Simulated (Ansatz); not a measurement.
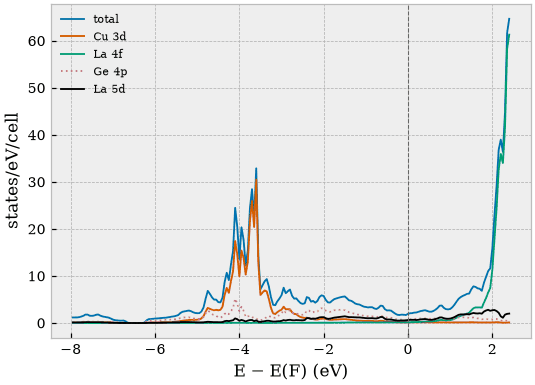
Figure. Total and projected density of states of LaCuGe2 in space group Cmcm (No. 63; La on 4c, Cu on 4c, Ge on 4c, Ge on 4c), the program Ansatz at the r²SCAN level (PAW)

Question: Which orbitals carry the states next to the Fermi level?

Answer: Within 0.5 eV of the Fermi level: Ge 4p 40 %, La 5d 30 %, Cu 3d 8 %, La 4f 8 %, Ge 4s 8 %. Projections are on Löwdin-orthogonalised atomic valence shells; empty p or d shells of many metals are not among them.

Question: Where is the tallest occupied peak in this window, and what makes it?

Answer: Near -3.6 eV, about 33 states/eV per cell; the largest projected share is Cu 3d.

The workflow started from a Materials Project entry (that database holds measured and hypothetical structures alike); the Crystallography Open Database copy checked does not list it. Its standing as an ambient phase is unchecked. The r²SCAN relaxation kept the symmetry of its start; whether a distortion lowers the energy is not shown. No spin polarisation was allowed. Spin–orbit coupling is left out wherever it is not named.

Potentials: the later of the program's two PAW sets.
